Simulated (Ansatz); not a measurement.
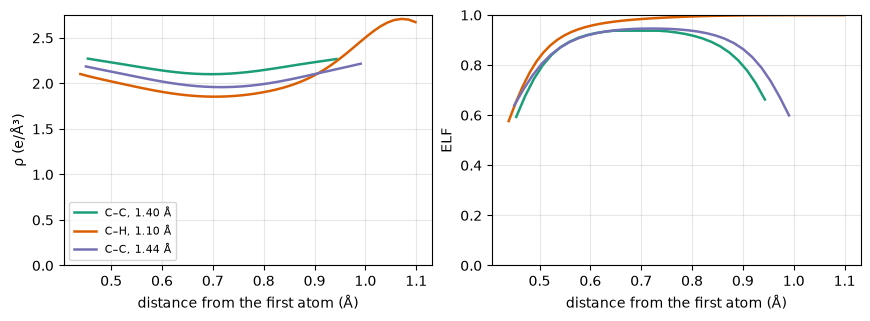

Figure 1: C20H12 (perylene) (charge −1, doublet). Total electron density and ELF along straight lines between neighbouring atoms. The curves leave out the atomic cores.

Geometry: PBE-D4/def2-SVP; the highest occupied orbital lies above zero, a sign that basis and functional describe the outermost electron poorly.

Method: UKS PBE0-D4/def2-TZVP in Ansatz 0.2.0.

Input

```
crystal:
  periodic: [false, false, false]
  atoms:
    - {symbol: C, position_ang: [2.752248, -2.587420, -0.201386]}
    - {symbol: C, position_ang: [3.515518, -1.417276, -0.229790]}
    - {symbol: C, position_ang: [2.881761, -0.142562, -0.173571]}
    - {symbol: C, position_ang: [3.639953, 1.063292, -0.201237]}
    - {symbol: C, position_ang: [2.997569, 2.302976, -0.145093]}
    - {symbol: C, position_ang: [1.602159, 2.382920, -0.060761]}
    - {symbol: C, position_ang: [0.789461, 1.216220, -0.029190]}
    - {symbol: C, position_ang: [-0.663790, 1.288108, 0.058739]}
    - {symbol: C, position_ang: [-1.355668, 2.529231, 0.118579]}
    - {symbol: C, position_ang: [-2.752171, 2.587402, 0.202655]}
    - {symbol: C, position_ang: [-3.515483, 1.417269, 0.230369]}
    - {symbol: C, position_ang: [-2.881760, 0.142563, 0.173581]}
    - {symbol: C, position_ang: [-3.639991, -1.063281, 0.200603]}
    - {symbol: C, position_ang: [-2.997649, -2.302955, 0.143752]}
    - {symbol: C, position_ang: [-1.602223, -2.382902, 0.059668]}
    - {symbol: C, position_ang: [-0.789476, -1.216215, 0.028922]}
    - {symbol: C, position_ang: [0.663811, -1.288112, -0.058396]}
    - {symbol: C, position_ang: [1.355738, -2.529247, -0.117425]}
    - {symbol: C, position_ang: [1.434610, -0.070971, -0.086378]}
    - {symbol: C, position_ang: [-1.434605, 0.070971, 0.086458]}
    - {symbol: H, position_ang: [3.251236, -3.570257, -0.245273]}
    - {symbol: H, position_ang: [4.614841, -1.459124, -0.295746]}
    - {symbol: H, position_ang: [4.738015, 0.996433, -0.267583]}
    - {symbol: H, position_ang: [3.592440, 3.231699, -0.167114]}
    - {symbol: H, position_ang: [1.131718, 3.374560, -0.018590]}
    - {symbol: H, position_ang: [-0.788290, 3.469521, 0.099050]}
    - {symbol: H, position_ang: [-3.251116, 3.570229, 0.247280]}
    - {symbol: H, position_ang: [-4.614804, 1.459116, 0.296346]}
    - {symbol: H, position_ang: [-4.738054, -0.996422, 0.266922]}
    - {symbol: H, position_ang: [-3.592563, -3.231668, 0.165041]}
    - {symbol: H, position_ang: [-1.131828, -3.374531, 0.016732]}
    - {symbol: H, position_ang: [0.788404, -3.469548, -0.097151]}
basis:
  gaussian: {orbitals: def2-TZVP, fitting: {mean_field: def2-universal-jkfit}, initial_orbitals: start.molden}
total_charge: -1
magnetization: {spin_polarized: true, initial_magnetization: 1}
hamiltonian: {xc: pbe0, dispersion: d4}
scf: {omitted_lower_state_checks: [starts]}
output: {orbitals: {seedname: orbitals}}
```

Launched as:

```sh
ansatz run in.yaml --threads 8 --pin off --events-out ev --progress --plain --max-ram 19148MiB
```

What kind of bonding do the profiles show?

C–C (1.40 Å): ρ is about 2.1 e/Å³ halfway; the ELF peaks at about 0.95 between the atoms, as expected for localised, covalent bonding.
C–H (1.10 Å): ρ at the midpoint is about 2 e/Å³; the ELF climbs to about 1 towards the hydrogen, as it does in any bond to H (an ordinary covalent bond to hydrogen).
C–C (1.44 Å): ρ at the midpoint is about 2 e/Å³; the ELF peaks at about 0.95 between the atoms (localised, covalent bonding).
